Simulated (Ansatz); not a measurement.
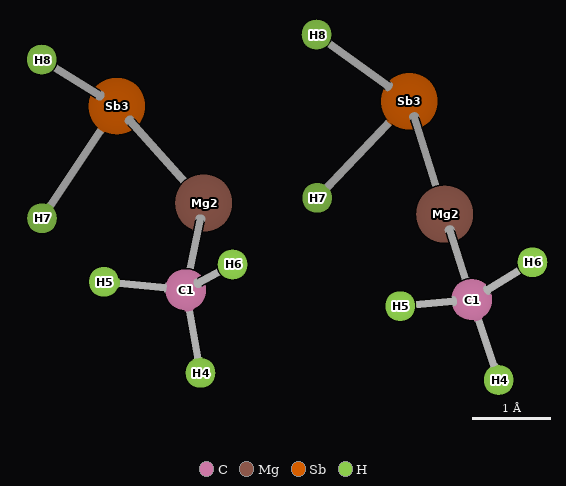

Two geometries of CH5MgSb, drawn at one scale. One is the start of a relaxation, the other its converged end. Style: ball-and-stick. Shown from a free direction.

These are results of Ansatz 0.2.0, RKS BLYP-D4/def2-SVP, not measurements. Settings: no spin polarisation; force threshold 0.015 eV/Å; at most 40 steps.

### Which geometry has the lower energy?

The right one is the relaxed one. The run prepares an end point of a later path (torsion) calculation, from a guessed geometry. The largest move after the best rigid fit is that of H5, 0.63 Å. Largest moves by element: H 0.63 Å, Mg 0.60 Å, C 0.24 Å, Sb 0.16 Å. Some distances before and after: Mg2–Sb3 2.638 → 2.797 Å, C1–H4 1.094 → 1.112 Å, Sb3–H7 1.735 → 1.749 Å, C1–H5 1.098 → 1.112 Å. Among the angles between lasting bonds that change: C1–Mg2–Sb3 148.7° → 179.9°, Mg2–Sb3–H7 79.1° → 84.7°, Mg2–C1–H5 106.5° → 111.7°. The energy falls by 0.209 eV in 6 accepted moves (8 points after the start). The largest force component goes from 0.93 to 0.0079 eV/Å. The line search rejected the trial steps at points 4, 7 of the run. Cost: 28 s on 1 thread of Arm Neoverse V1, with other jobs on the host, peak memory 0.12 GiB.
